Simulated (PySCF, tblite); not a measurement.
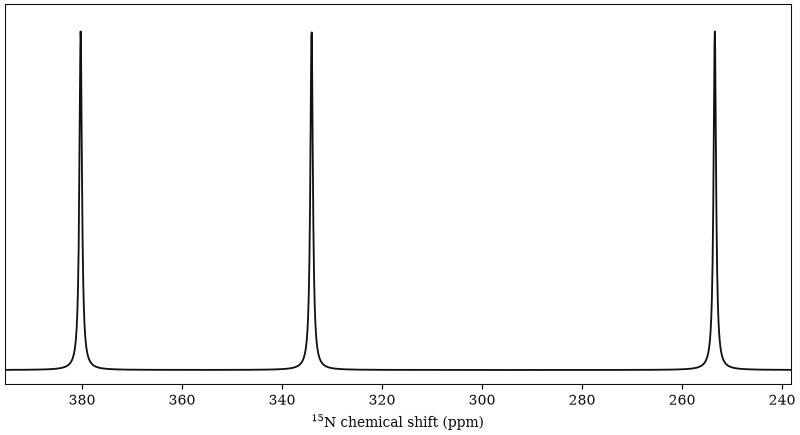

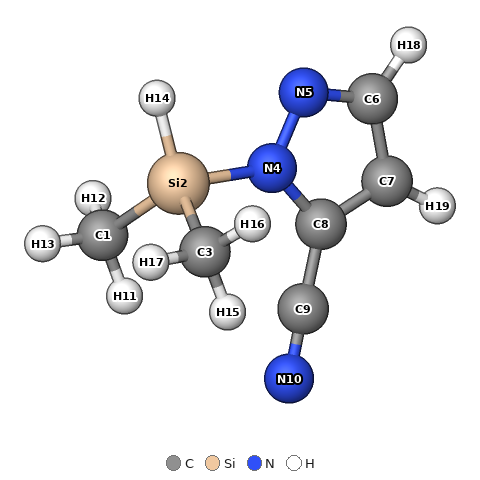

Spectrum and numbered structure of C₆H₉N₃Si, SMILES C[SiH](C)n1nccc1C#N. GIAO shifts, PBE0/pcSseg-1 in PySCF, at a GFN2-xTB geometry (a minimum by its frequencies), against NH₃ for ¹⁵N computed at the same level (¹⁵N: a single molecule, while the usual scales start at liquid NH₃ or nitromethane; multiply bonded nitrogen can come out tens of ppm too deshielded). Gas phase, fully decoupled, line heights follow the number of nuclei, widths are arbitrary (no quadrupolar broadening); values of one conformer, averaged over nuclei that symmetry, rotation about single bonds or inversion at nitrogen exchange, these motions taken as fast; other conformers aren't averaged in.

**Which atoms give which ¹⁵N line?**

```tsv
δ (ppm)	nuclei	atoms
380.3	1	N5
334.1	1	N10
253.5	1	N4
```

Note: the tight-binding geometry is rougher than a DFT one and adds to the error.
